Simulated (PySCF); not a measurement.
Vertical excitations of a molecule C₂H₅NOSi from TDDFT-B3LYP/def2-SVPD run with PySCF, as energy in eV (oscillator strength): 7.11 (0.003), 7.16 (0.001), 7.41 (0.001), 7.62 (0.001), 7.78 (0.001), 7.81 (0.040), 8.03 (0.010), 8.06 (0.000), 8.28 (0.002), 8.40 (0.024). Lowest triplet (TDA): 6.19 eV. Geometry optimised at B3LYP-D3(BJ)/def2-SVP. Other conformers were not sampled.

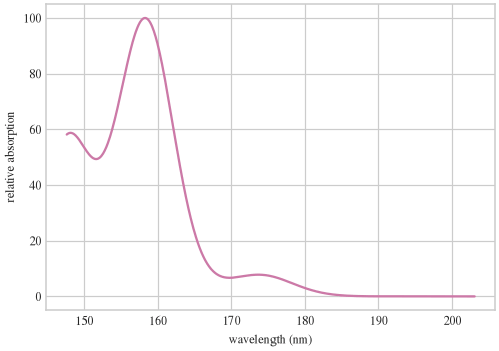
The lines broadened by 0.4 eV.

Q: Pick the molecule that these values belong to.
(A) N[Si@H]1C=CO1
(B) N#CC[SiH2]O
(C) [SiH3]C1=NCO1
(D) O=C/N=C/[SiH3]

A: B, N#CC[SiH2]O
